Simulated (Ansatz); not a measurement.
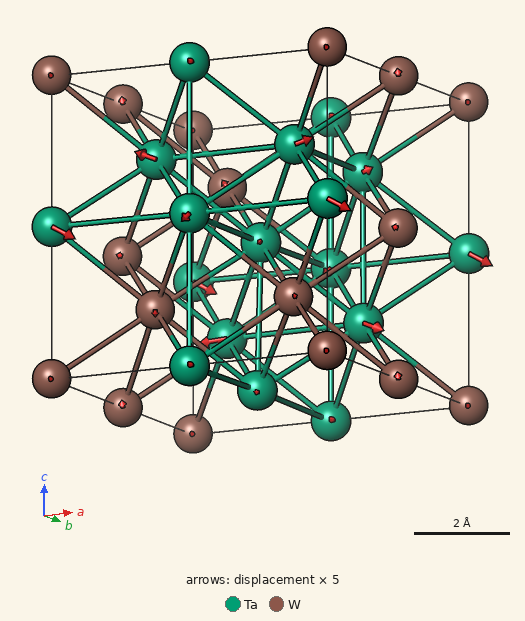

A relaxation of a crystal of Ta5W3 (a generated structure, set up in P1) (coarse preliminary run). The starting structure is drawn; red arrows show the displacements (the part carried along by the change of the cell is left out), magnified 5 times.

The picture is a ball-and-stick view of the cell of the calculation, seen from a free direction.

Case: elements placed on the bcc lattice with like neighbours.

These are results of Ansatz, DFT PBE, scalar-relativistic, plane waves, PAW, not measurements. Set-up: plane-wave cutoff 420 eV; k-point mesh 2 × 2 × 2; occupations gaussian; smearing width 0.1 eV; mesh shifted by (0.5, 0.5, 0.5); no spin polarisation; cell and atoms relaxed; force threshold 0.04 eV/Å; at most 50 steps.

> Describe the change and its energy.

Over 4 accepted moves (6 points after the start) the energy falls by 29.4 meV per atom. The largest force component goes from 1.1 to 0.038 eV/Å. Pressure: 1.73 GPa at the start and 0.03 GPa at the end. The line search rejected the trial step at point 1 of the run. At 1 point the geometry stayed and the basis and grid were re-selected for the new cell (energy shift of 0.1 meV per atom at most each time). A Ta atom moves most relative to the cell: 0.13 Å roughly along [−2 −1 0]. By element the largest moves are Ta 0.13 Å, W 0.04 Å. Cell: a 6.539 → 6.590 Å (+0.8 %), b 6.539 → 6.544 Å (+0.1 %), c 6.539 → 6.546 Å (+0.1 %), α 90.0° → 89.6°, β 90.0° → 89.9°. Volume +1.0 %. Some distances before and after: Ta–Ta 3.262 → 3.508 Å, Ta–Ta 3.299 → 3.507 Å, Ta–Ta 3.278 → 3.082 Å, Ta–Ta 3.272 → 3.450 Å. The space group stays P1 (No. 1).

Limits of the set-up: the k-point mesh is coarse for a cell with partly filled bands.
